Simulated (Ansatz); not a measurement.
**Run report: C3H4BF, molecular dynamics (part 3 of 3)**

The same run, continued: C3H4BF; RKS PBE/def2-SVP (Ansatz 0.2.0). The geometry comes from this level: PBE0-D4/def2-TZVP.

Geometry of the input (Å):
```
B  -1.0208  0.7212  -0.8781
C  -0.5229  -0.4016  0.0846
C  0.8542  -0.3518  0.5424
C  1.9908  -0.2904  0.9052
F  3.2049  -0.2288  1.2962
H  -2.1570  0.6715  -1.2514
H  -0.3136  1.6105  -1.2447
H  -0.7316  -1.3619  -0.4121
H  -1.2155  -0.4150  0.9407
```

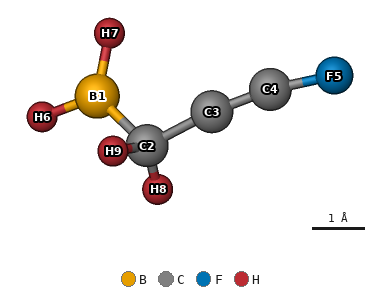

**Figure 1.** The geometry at step 40 of the log (ball-and-stick view, seen at a tilt; atoms are numbered from 1 in the order of the input).

## Trajectory as extended XYZ, continued
```
9
Properties=species:S:1:pos:R:3:forces:R:3 step=31 time_fs=15.5 energy=-6552.55850 temperature=368.2
B    -1.0281    0.6909   -0.8817    0.3452  -0.4072   0.2624
C    -0.5540   -0.4552    0.0640    2.1639  -0.7859  -1.5494
C     0.8290   -0.2404    0.5787   -2.6466  -0.8158  -0.8038
C     1.9867   -0.1989    0.8937    3.5702  -0.3218   1.1396
F     3.2464   -0.3000    1.2997   -1.6072   0.4008  -0.5309
H    -2.0785    0.5647   -1.3739   -1.1652  -0.0674  -0.6419
H    -0.4034    1.6838   -1.0523    0.3793   0.5923  -0.0793
H    -0.6528   -1.5183   -0.4834   -0.0714   1.8198   1.2465
H    -1.2682   -0.3383    0.8661   -0.9681  -0.4148   0.9568
9
Properties=species:S:1:pos:R:3:forces:R:3 step=32 time_fs=16.0 energy=-6552.57290 temperature=383.6
B    -1.0309    0.6897   -0.8836    0.3762  -0.3426   0.3012
C    -0.5531   -0.4576    0.0628    1.7794  -0.5285  -1.0301
C     0.8300   -0.2388    0.5815   -2.8715  -0.8203  -0.9206
C     1.9867   -0.1967    0.8936    3.7754  -0.3295   1.1988
F     3.2465   -0.3018    1.2993   -1.6145   0.4124  -0.5308
H    -2.0795    0.5708   -1.3860   -1.1065  -0.0939  -0.6164
H    -0.4063    1.6877   -1.0440    0.3433   0.5396  -0.0669
H    -0.6418   -1.5119   -0.4907   -0.1436   1.6971   1.2840
H    -1.2715   -0.3234    0.8866   -0.5382  -0.5341   0.3809
9
Properties=species:S:1:pos:R:3:forces:R:3 step=33 time_fs=16.5 energy=-6552.59004 temperature=402.2
B    -1.0335    0.6884   -0.8855    0.3481  -0.2490   0.3014
C    -0.5518   -0.4602    0.0615    1.4025  -0.1833  -0.4842
C     0.8305   -0.2374    0.5841   -2.9239  -0.8157  -0.9838
C     1.9875   -0.1945    0.8937    3.7899  -0.3396   1.2021
F     3.2464   -0.3035    1.2989   -1.5839   0.4208  -0.5181
H    -2.0831    0.5767   -1.3995   -0.9684  -0.1123  -0.5517
H    -0.4083    1.6928   -1.0359    0.2846   0.4525  -0.0510
H    -0.6312   -1.5014   -0.4949   -0.2164   1.4800   1.2655
H    -1.2760   -0.3098    0.9082   -0.1324  -0.6534  -0.1803
9
Properties=species:S:1:pos:R:3:forces:R:3 step=34 time_fs=17.0 energy=-6552.60383 temperature=417.1
B    -1.0361    0.6870   -0.8873    0.2717  -0.1312   0.2674
C    -0.5503   -0.4628    0.0601    1.0690   0.2453   0.0485
C     0.8304   -0.2362    0.5864   -2.8020  -0.8010  -0.9930
C     1.9890   -0.1925    0.8940    3.6104  -0.3519   1.1492
F     3.2461   -0.3052    1.2985   -1.5149   0.4257  -0.4924
H    -2.0890    0.5823   -1.4144   -0.7661  -0.1249  -0.4525
H    -0.4096    1.6991   -1.0278    0.2082   0.3384  -0.0339
H    -0.6211   -1.4874   -0.4961   -0.2889   1.1626   1.1853
H    -1.2809   -0.2977    0.9292    0.2127  -0.7629  -0.6786
9
Properties=species:S:1:pos:R:3:forces:R:3 step=35 time_fs=17.5 energy=-6552.60949 temperature=423.1
B    -1.0386    0.6856   -0.8891    0.1622   0.0041   0.2069
C    -0.5485   -0.4653    0.0586    0.7925   0.7560   0.5532
C     0.8298   -0.2351    0.5886   -2.5159  -0.7763  -0.9513
C     1.9913   -0.1905    0.8946    3.2467  -0.3658   1.0432
F     3.2456   -0.3068    1.2979   -1.4080   0.4265  -0.4540
H    -2.0968    0.5877   -1.4303   -0.5203  -0.1342  -0.3271
H    -0.4105    1.7062   -1.0199    0.1199   0.2061  -0.0177
H    -0.6117   -1.4706   -0.4945   -0.3602   0.7396   1.0375
H    -1.2853   -0.2875    0.9487    0.4832  -0.8560  -1.0908
9
Properties=species:S:1:pos:R:3:forces:R:3 step=36 time_fs=18.0 energy=-6552.60313 temperature=415.9
B    -1.0411    0.6842   -0.8908    0.0365   0.1492   0.1292
C    -0.5466   -0.4677    0.0573    0.5718   1.3457   1.0290
C     0.8286   -0.2342    0.5906   -2.0865  -0.7421  -0.8651
C     1.9943   -0.1886    0.8954    2.7203  -0.3807   0.8904
F     3.2449   -0.3084    1.2973   -1.2648   0.4230  -0.4031
H    -2.1058    0.5927   -1.4471   -0.2533  -0.1424  -0.1856
H    -0.4111    1.7137   -1.0120    0.0258   0.0652  -0.0040
H    -0.6031   -1.4520   -0.4904   -0.4290   0.2115   0.8199
H    -1.2885   -0.2793    0.9655    0.6793  -0.9294  -1.4108
9
Properties=species:S:1:pos:R:3:forces:R:3 step=37 time_fs=18.5 energy=-6552.58246 temperature=393.1
B    -1.0436    0.6829   -0.8925   -0.0900   0.2955   0.0436
C    -0.5446   -0.4698    0.0562    0.3984   1.9993   1.4759
C     0.8271   -0.2334    0.5924   -1.5435  -0.6993  -0.7432
C     1.9977   -0.1868    0.8964    2.0623  -0.3954   0.6999
F     3.2441   -0.3099    1.2967   -1.0881   0.4151  -0.3409
H    -2.1154    0.5974   -1.4643    0.0143  -0.1509  -0.0378
H    -0.4116    1.7215   -1.0041   -0.0683  -0.0755   0.0062
H    -0.5956   -1.4330   -0.4843   -0.4933  -0.4065   0.5385
H    -1.2901   -0.2734    0.9790    0.8081  -0.9823  -1.6422
9
Properties=species:S:1:pos:R:3:forces:R:3 step=38 time_fs=19.0 energy=-6552.54851 temperature=356.0
B    -1.0461    0.6816   -0.8942   -0.2053   0.4350  -0.0420
C    -0.5425   -0.4716    0.0554    0.2624   2.6791   1.8825
C     0.8252   -0.2328    0.5940   -0.9212  -0.6496  -0.5955
C     2.0016   -0.1850    0.8975    1.3095  -0.4087   0.4819
F     3.2431   -0.3114    1.2960   -0.8817   0.4026  -0.2686
H    -2.1250    0.6017   -1.4815    0.2658  -0.1606   0.1072
H    -0.4122    1.7290   -0.9962   -0.1573  -0.2079   0.0122
H    -0.5892   -1.4149   -0.4769   -0.5502  -1.0753   0.2135
H    -1.2898   -0.2697    0.9885    0.8781  -1.0146  -1.7913
9
Properties=species:S:1:pos:R:3:forces:R:3 step=39 time_fs=19.5 energy=-6552.50744 temperature=311.3
B    -1.0486    0.6804   -0.8958   -0.3012   0.5604  -0.1213
C    -0.5403   -0.4728    0.0550    0.1549   3.3169   2.2172
C     0.8231   -0.2323    0.5956   -0.2559  -0.5948  -0.4323
C     2.0058   -0.1833    0.8987    0.5017  -0.4194   0.2480
F     3.2420   -0.3128    1.2953   -0.6513   0.3860  -0.1881
H    -2.1339    0.6056   -1.4985    0.4893  -0.1718   0.2427
H    -0.4133    1.7360   -0.9882   -0.2373  -0.3256   0.0137
H    -0.5842   -1.3994   -0.4691   -0.5963  -1.7248  -0.1162
H    -1.2874   -0.2686    0.9938    0.8960  -1.0268  -1.8637
9
Properties=species:S:1:pos:R:3:forces:R:3 step=40 time_fs=20.0 energy=-6552.47066 temperature=271.6
B    -1.0512    0.6793   -0.8975   -0.3730   0.6658  -0.1901
C    -0.5381   -0.4733    0.0550    0.0705   3.8177   2.4296
C     0.8210   -0.2319    0.5970    0.4174  -0.5370  -0.2633
C     2.0100   -0.1817    0.8999   -0.3214  -0.4267   0.0093
F     3.2408   -0.3142    1.2945   -0.4037   0.3655  -0.1020
H    -2.1417    0.6092   -1.5150    0.6773  -0.1843   0.3634
H    -0.4149    1.7423   -0.9803   -0.3050  -0.4237   0.0107
H    -0.5806   -1.3880   -0.4615   -0.6275  -2.2589  -0.3963
H    -1.2828   -0.2698    0.9945    0.8654  -1.0186  -1.8613
9
Properties=species:S:1:pos:R:3:forces:R:3 step=41 time_fs=20.5 energy=-6552.45156 temperature=251.2
B    -1.0539    0.6784   -0.8993   -0.4187   0.7469  -0.2452
C    -0.5359   -0.4730    0.0555    0.0081   4.0819   2.4624
C     0.8189   -0.2316    0.5984    1.0666  -0.4781  -0.0978
C     2.0142   -0.1802    0.9012   -1.1223  -0.4299  -0.2234
F     3.2395   -0.3155    1.2938   -0.1471   0.3421  -0.0132
H    -2.1478    0.6122   -1.5305    0.8254  -0.1977   0.4660
H    -0.4172    1.7476   -0.9723   -0.3582  -0.4986   0.0035
H    -0.5785   -1.3820   -0.4548   -0.6395  -2.5772  -0.5701
H    -1.2761   -0.2736    0.9909    0.7857  -0.9895  -1.7822
9
Properties=species:S:1:pos:R:3:forces:R:3 step=43 time_fs=21.5 energy=-6552.49369 temperature=296.9
B    -1.0596    0.6771   -0.9030   -0.4312   0.8247  -0.3060
C    -0.5315   -0.4701    0.0579   -0.0258   3.6842   1.8530
C     0.8156   -0.2313    0.6012    2.1832  -0.3657   0.1916
C     2.0218   -0.1775    0.9036   -2.5258  -0.4242  -0.6322
F     3.2371   -0.3180    1.2923    0.3540   0.2906   0.1589
H    -2.1539    0.6169   -1.5581    0.9968  -0.2258   0.6085
H    -0.4246    1.7544   -0.9563   -0.4159  -0.5700  -0.0217
H    -0.5789   -1.3886   -0.4457   -0.5941  -2.3476  -0.4848
H    -1.2575   -0.2880    0.9711    0.4589  -0.8660  -1.3673
9
Properties=species:S:1:pos:R:3:forces:R:3 step=44 time_fs=22.0 energy=-6552.54344 temperature=350.7
B    -1.0626    0.6767   -0.9049   -0.3996   0.8185  -0.3080
C    -0.5293   -0.4675    0.0597    0.0280   3.0731   1.2301
C     0.8146   -0.2313    0.6026    2.6056  -0.3159   0.3022
C     2.0249   -0.1762    0.9046   -3.0732  -0.4166  -0.7918
F     3.2359   -0.3192    1.2915    0.5777   0.2654   0.2349
H    -2.1535    0.6185   -1.5698    1.0202  -0.2401   0.6456
H    -0.4297    1.7557   -0.9483   -0.4193  -0.5645  -0.0382
H    -0.5812   -1.4006   -0.4430   -0.5357  -1.8475  -0.2601
H    -1.2463   -0.2984    0.9560    0.1963  -0.7724  -1.0147
9
Properties=species:S:1:pos:R:3:forces:R:3 step=45 time_fs=22.5 energy=-6552.59204 temperature=403.4
B    -1.0657    0.6765   -0.9069   -0.3438   0.7821  -0.2880
C    -0.5271   -0.4642    0.0618    0.1490   2.3089   0.4585
C     0.8140   -0.2314    0.6041    2.9135  -0.2726   0.3832
C     2.0273   -0.1751    0.9054   -3.4885  -0.4072  -0.9129
F     3.2347   -0.3204    1.2908    0.7702   0.2427   0.2994
H    -2.1506    0.6195   -1.5799    1.0027  -0.2545   0.6584
H    -0.4359    1.7558   -0.9405   -0.4059  -0.5313  -0.0560
H    -0.5849   -1.4171   -0.4409   -0.4573  -1.2066   0.0175
H    -1.2346   -0.3106    0.9385   -0.1399  -0.6614  -0.5601
9
Properties=species:S:1:pos:R:3:forces:R:3 step=46 time_fs=23.0 energy=-6552.62449 temperature=438.7
B    -1.0688    0.6765   -0.9090   -0.2645   0.7164  -0.2438
C    -0.5249   -0.4605    0.0640    0.3438   1.5009  -0.3958
C     0.8141   -0.2314    0.6057    3.0940  -0.2371   0.4309
C     2.0291   -0.1740    0.9061   -3.7557  -0.3974  -0.9905
F     3.2337   -0.3215    1.2902    0.9226   0.2242   0.3495
H    -2.1453    0.6199   -1.5885    0.9449  -0.2690   0.6457
H    -0.4430    1.7545   -0.9328   -0.3762  -0.4711  -0.0741
H    -0.5896   -1.4364   -0.4388   -0.3641  -0.5269   0.2932
H    -1.2233   -0.3244    0.9197   -0.5448  -0.5401  -0.0151
9
Properties=species:S:1:pos:R:3:forces:R:3 step=47 time_fs=23.5 energy=-6552.63335 temperature=448.7
B    -1.0720    0.6766   -0.9111   -0.1618   0.6235  -0.1727
C    -0.5226   -0.4565    0.0660    0.5994   0.7397  -1.2594
C     0.8148   -0.2316    0.6074    3.1378  -0.2099   0.4429
C     2.0301   -0.1730    0.9065   -3.8634  -0.3883  -1.0213
F     3.2328   -0.3226    1.2896    1.0286   0.2111   0.3830
H    -2.1378    0.6196   -1.5955    0.8475  -0.2840   0.6065
H    -0.4510    1.7522   -0.9253   -0.3314  -0.3853  -0.0915
H    -0.5952   -1.4570   -0.4360   -0.2621   0.1124   0.5278
H    -1.2133   -0.3396    0.9008   -0.9945  -0.4192   0.5848
9
Properties=species:S:1:pos:R:3:forces:R:3 step=48 time_fs=24.0 energy=-6552.62126 temperature=436.1
B    -1.0753    0.6769   -0.9133   -0.0361   0.5064  -0.0726
C    -0.5202   -0.4524    0.0679    0.8743   0.0854  -2.0485
C     0.8161   -0.2318    0.6091    3.0406  -0.1916   0.4183
C     2.0304   -0.1721    0.9068   -3.8056  -0.3808  -1.0036
F     3.2320   -0.3237    1.2890    1.0844   0.2045   0.3987
H    -2.1282    0.6187   -1.6011    0.7114  -0.2999   0.5398
H    -0.4598    1.7489   -0.9179   -0.2734  -0.2762  -0.1073
H    -0.6014   -1.4774   -0.4319   -0.1564   0.6636   0.7014
H    -1.2057   -0.3557    0.8833   -1.4391  -0.3114   1.1738
9
Properties=species:S:1:pos:R:3:forces:R:3 step=49 time_fs=24.5 energy=-6552.59968 temperature=413.4
B    -1.0785    0.6773   -0.9154    0.1122   0.3695   0.0574
C    -0.5176   -0.4482    0.0693    1.0988  -0.4328  -2.6691
C     0.8180   -0.2320    0.6109    2.8022  -0.1820   0.3576
C     2.0298   -0.1712    0.9068   -3.5815  -0.3752  -0.9374
F     3.2314   -0.3248    1.2885    1.0894   0.2049   0.3966
H    -2.1170    0.6170   -1.6053    0.5386  -0.3170   0.4455
H    -0.4693    1.7449   -0.9109   -0.2045  -0.1475  -0.1204
H    -0.6080   -1.4961   -0.4261   -0.0510   1.1067   0.8095
H    -1.2015   -0.3726    0.8686   -1.8042  -0.2266   1.6603
9
Properties=species:S:1:pos:R:3:forces:R:3 step=50 time_fs=25.0 energy=-6552.58364 temperature=396.5
B    -1.0818    0.6777   -0.9176    0.2819   0.2187   0.2164
C    -0.5148   -0.4441    0.0702    1.1920  -0.8127  -3.0338
C     0.8205   -0.2323    0.6128    2.4277  -0.1807   0.2624
C     2.0286   -0.1705    0.9067   -3.1963  -0.3714  -0.8245
F     3.2309   -0.3258    1.2880    1.0463   0.2122   0.3776
H    -2.1044    0.6146   -1.6085    0.3330  -0.3359   0.3249
H    -0.4792    1.7406   -0.9041   -0.1282  -0.0039  -0.1303
H    -0.6147   -1.5122   -0.4184    0.0511   1.4395   0.8567
H    -1.2016   -0.3900    0.8579   -2.0076  -0.1658   1.9506
```

## Summary

```csv
quantity,value
outcome,finished
mean temperature over the second half,392 K
trajectory,"50 steps, 25 fs"
ensemble,nve
temperature in the input,700 K
time step,0.5 fs
potential energy (last step),−6552.5837 eV
SCF solution under orbital rotations (last step),stable
largest force (length of the vector) (last step),3.359 eV/Å
dipole moment (last step),1.08 D
hardware,"2 threads of Arm Neoverse V2, 23 GiB of memory available, shared host"
wall time,54 s (CPU time 1.7 min)
peak memory,0.11 GiB
```

So short a trajectory is not equilibrated.
